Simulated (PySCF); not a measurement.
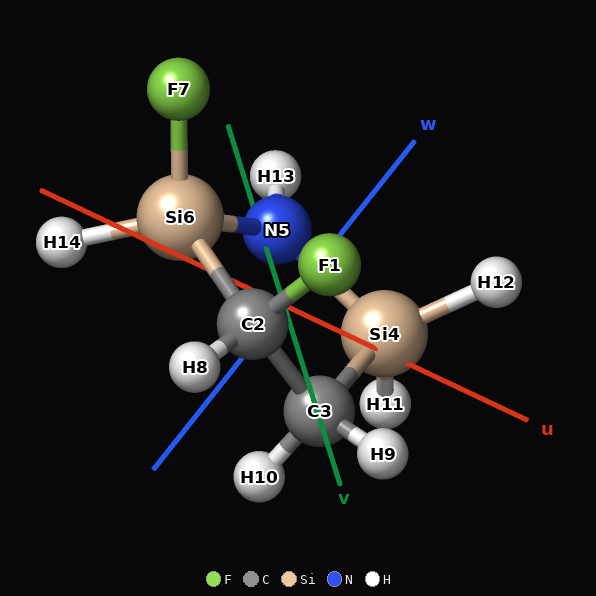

The lines u, v and w are the principal axes of the static dipole polarisability. The geometry was computed by an optimisation with GFN2-xTB. No frequency run is at hand to confirm it as a minimum. Computed with CAM-B3LYP/def2-SVPD (PySCF 2.14.0).

> Along which axis is the molecule most polarisable, and along which least?

Most along u, least along w.

> Give the three principal values.

u 85.3, v 75.7, w 68.7 bohr³; mean 76.6, anisotropy 14.4 bohr³.

The geometry is semi-empirical. Around Si such bond lengths and angles can be off by a tenth of an ångström or more and by several degrees, and values that hang on the shape move with them.
